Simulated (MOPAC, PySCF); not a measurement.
Bond stretch in MgF, doublet.

- PM3, unrestricted, heats of formation (MOPAC)
- UKS-LDA (SVWN5) = PySCF with unrestricted LDA (SVWN5)/cc-pVDZ
- ROHF/cc-pVDZ (PySCF)
- UKS-B3LYP/6-31G* = unrestricted B3LYP/6-31G*, spherical d (PySCF)

Energies are in mEh, each relative to the lowest point of its own curve near equilibrium.

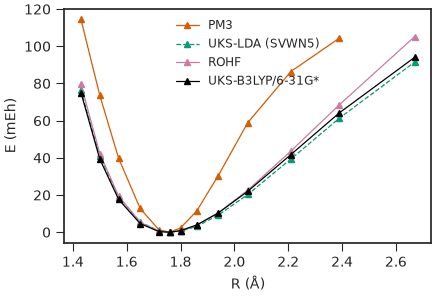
Figure: Energy against bond length for each method.

```csv
R / Å,PM3,UKS-LDA (SVWN5),ROHF,UKS-B3LYP/6-31G*
1.43,114.5,76.4,79.6,75.1
1.50,73.6,41.0,42.3,39.3
1.57,39.8,19.1,19.4,17.6
1.65,12.8,5.5,5.4,4.6
1.72,1.3,0.7,0.5,0.3
1.76,0.0,0.0,0.0,0.0
1.80,2.3,0.5,0.7,0.8
1.86,11.4,3.2,3.8,3.9
1.94,30.4,9.1,10.4,10.3
2.05,59.0,20.3,22.6,22.0
2.21,86.4,39.4,43.7,41.8
2.39,104.4,61.3,68.5,64.2
2.67,—,91.5,105.2,94.1
```

At the longest distance, 2.67 Å, ROHF lies highest above its minimum (105.2 mEh) and UKS-LDA (SVWN5) lowest (91.5 mEh).

Dashes: no converged value, or the column stops at the first point that the program doubted or that broke a chosen test of continuity, which isn't proof of a fault.

The scan ran from 1.43 to 7.12 Å; beyond the distances shown one of the unrestricted levels run for this scan, shown here or not, changes its spin distribution in one step.
